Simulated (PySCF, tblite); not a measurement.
# C₅H₁₁OSi radical: geometry, infrared bands and EPR parameters

Aim: predict the infrared bands and EPR parameters of C₅H₁₁OSi radical (`[SiH3]O[C@H]1C[CH]CC1`).

The runs use tblite 0.8.0 and PySCF 2.14.0, with density-fitted response routines of our own; the level of theory stands in each step. All values are computed, except where a source is named. Atoms count from 0, in the outputs and in this text.

## Step 1: The molecule as given

18 atoms, charge 0, multiplicity 2; geometry from: force field or distance geometry start.

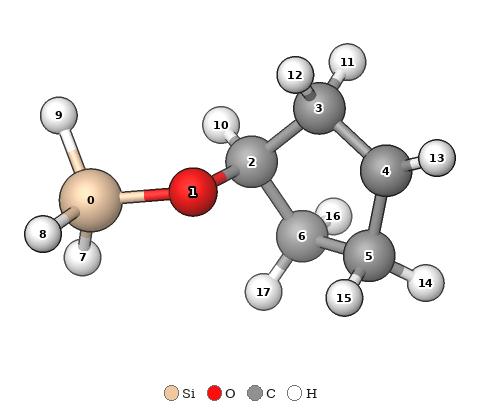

As it starts; silicon light orange, oxygen red, carbon grey, hydrogen white, atoms numbered.

## Step 2: Relaxing the molecule with GFN2-xTB

The job: settings as JSON, then the geometry in Å.

```
{"job": {"kind": "relax", "xc": "GFN2-xTB", "basis": "xTB"}, "charge": 0, "multiplicity": 2}
Si     2.462900     0.909100    -0.930900
O      0.815200     0.839600    -0.643100
C      0.342800     0.023800     0.444800
C     -0.879000     0.729700     1.071900
C     -2.041500     0.200700     0.301500
C     -1.636200    -0.899400    -0.626100
C     -0.248600    -1.277600    -0.106300
H      2.969200    -0.452300    -1.184600
H      2.716100     1.776100    -2.103200
H      3.132500     1.460800     0.270900
H      1.105100    -0.154700     1.196700
H     -0.998500     0.418100     2.128200
H     -0.820300     1.813400     1.025400
H     -3.030500     0.620800     0.333000
H     -2.326500    -1.735200    -0.582000
H     -1.581300    -0.525900    -1.639500
H     -0.347700    -2.007800     0.713600
H      0.357700    -1.732800    -0.895100
```

Run with:

```console
OMP_NUM_THREADS=1 python probes_run.py task.json out
```

One launch serves the whole session: the jobs run in the order shown.

**Question.** This job is followed by: GFN2-xTB harmonic vibrations, gas phase; UKS B3LYP, pcH-1 on C H O Si, non-relativistic, mean-field spin-orbit, GIAO. Predict these results of the whole session: strongest single infrared mode (GFN2-xTB); zero-point energy (GFN2-xTB); g(iso) (B3LYP); ⟨S²⟩; largest a(iso) (averaged by class); potential on the surface of density 0.002 e/bohr³, 1st and 99th percentile.

As calculated:

```
                                                                  quantity                  value
                                 strongest single infrared mode (GFN2-xTB)  2190 cm⁻¹, 397 km/mol
                                              zero-point energy (GFN2-xTB)          89.0 kcal/mol
                                                            g(iso) (B3LYP)                2.00266
                                                                      ⟨S²⟩     0.754 (exact 0.75)
                                        largest a(iso) (averaged by class)   1H on H15, 142.5 MHz
potential on the surface of density 0.002 e/bohr³, 1st and 99th percentile     -1.08 V and 1.11 V
```

In words: Relaxing lowered the energy by 0.225 eV in 118 steps; the close pair that moved most is Si0–O1, from 1.674 to 1.613 Å. No mode is imaginary among the 48: a minimum at this level. The strongest single mode, at 2190 cm⁻¹, moves mainly H7. GFN2-xTB is a fitted tight-binding method: band positions and strengths are rough. Its intensities can rank the bands wrongly. C4 carries the largest spin population, 1.02 e. The isotropic g lies 0.3 ppt above the free-electron value. These values are for one conformer; the search (at its own cheap level) found 1 more, at 0.12 kcal/mol, and measured spectra average over such forms.
